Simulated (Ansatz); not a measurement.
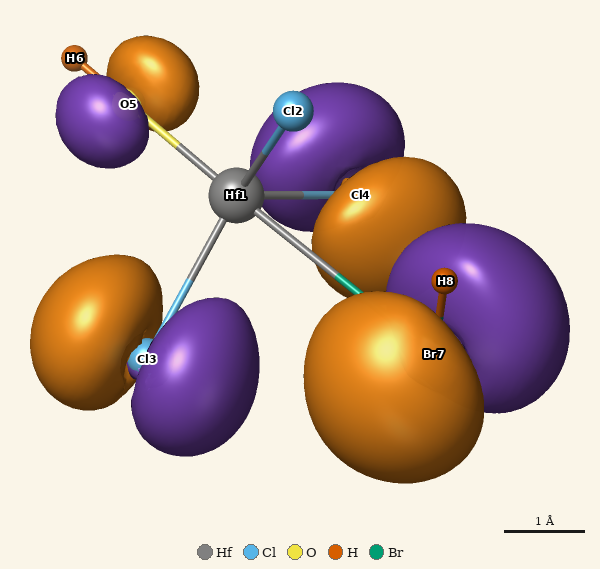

The picture shows: BrCl3H2HfO. The HOMO−1 at ±0.08 Å⁻³ᐟ² (orange and purple are the two phases), seen at an oblique angle.

Core potentials replace the inner electrons of Hf.

Computed with Ansatz 0.2.0, RKS B3LYP-D4/def2-SVP.

Input file:

```
crystal:
  periodic: [false, false, false]
  atoms:
    - { symbol: Hf, position_ang: [-0.07142, -0.137235, 0.059064] }
    - { symbol: Cl, position_ang: [-0.005564, -0.115846, 2.540349] }
    - { symbol: Cl, position_ang: [2.040465, -0.402254, -0.941025] }
    - { symbol: Cl, position_ang: [-1.256574, 1.673031, -0.858129] }
    - { symbol: O, position_ang: [-1.05367, -1.684175, -0.385767] }
    - { symbol: H, position_ang: [-1.604017, -2.461188, -0.521815] }
    - { symbol: Br, position_ang: [1.860142, 2.954649, 1.438645] }
    - { symbol: H, position_ang: [1.326738, 2.082018, 2.539679] }
basis:
  gaussian: { orbitals: def2-SVP }
hamiltonian:
  xc: b3lyp
  dispersion: d4
relax:
  f_tol: 0.03
  max_steps: 50
output:
  orbitals: {}
```

Run with:

```sh
ansatz run input.yaml --threads 4 --pin off --max-ram 5120MiB --backend cpu --events-out ev --progress --plain --runs-dir out
```

The fields are those of the run's last geometry, not of the input's.

Q: Describe this orbital and give its energy.

A: It lies mainly on Br7 (about 50 %), Cl3 (about 20 %) and Cl4 (about 20 %); largely a combination of lone pairs on Br7, Cl3 and Cl4. Its energy is −8.56 eV.
